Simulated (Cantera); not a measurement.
Feed: 1 mol TEOS, 3.4 mol N2O, 35 mol N2, held at 0.130 bar.

These are equilibrium values from Cantera (NASA tables, ideal gas, pure condensed phases), not measurements of a reactor. Candidate condensed phases: C, C6H6, C7H8, C8H18, H2O, Si, SiC, SiO2, Si2N2O, Si3N4; 151 gas species. The feed counts by its element totals alone. Mutual solubility and eutectic melting of coexisting phases are not modelled. The tables hold silica as quartz up to 1696 K and as liquid above; real silica turns to tridymite and cristobalite and melts near 1996 K. Kinetics and transport are ignored.

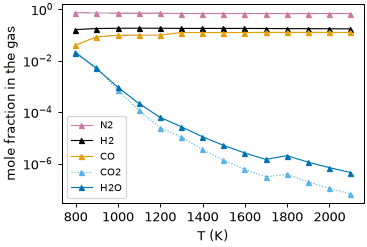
Figure. Equilibrium gas composition (values under 1e-9 drawn at 1e-9)

At 798 K the condensed part is C(graphite) + SiO2(α-quartz). From 898 K to 1198 K the condensed part is C(graphite) + SiO2(β-quartz). From 1298 K to 1598 K the condensed part is C(graphite) + Si2N2O(s). At 1698 K the condensed part is C(graphite) + SiC(s) + Si2N2O(s). From 1798 K to 2098 K the condensed part is SiC(s).
